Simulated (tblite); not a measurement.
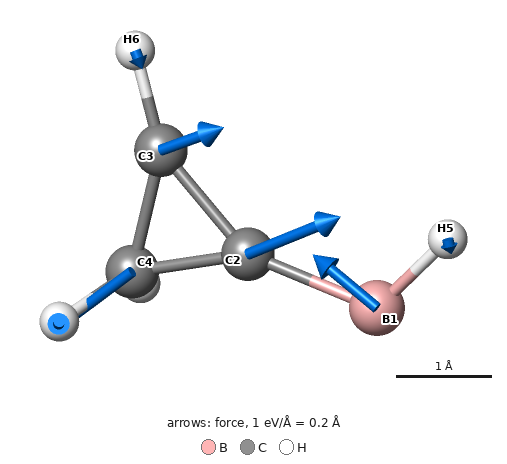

Starting geometry of C₃H₄B (multiplicity 2) with the computed forces as blue arrows. A ball-and-stick model, seen at a tilt.

Level of theory: GFN2-xTB geometry optimisation, gas phase in tblite. 

### Is this structure relaxed? If not, where do the atoms go?

It isn't relaxed: the largest force vector, on C atoms, is 6.03 eV/Å. The final displacements follow the starting forces only in part (cosine between the two patterns 0.31). After 48 geometry steps the energy has fallen by 43.1 kcal/mol. An H atom moves most after the best rigid fit: 0.64 Å. Largest moves by element: H 0.64 Å, B 0.48 Å, C 0.34 Å. Some distances before and after: B–C 1.574 → 1.386 Å, C–C 1.395 → 1.545 Å, C–C 1.396 → 1.453 Å, C–C 1.439 → 1.384 Å. Bond angles that change, for instance: C–B–H 119.5° → 179.3°, C–C–H 151.6° → 138.5°, H–C–H 123.5° → 113.3°.
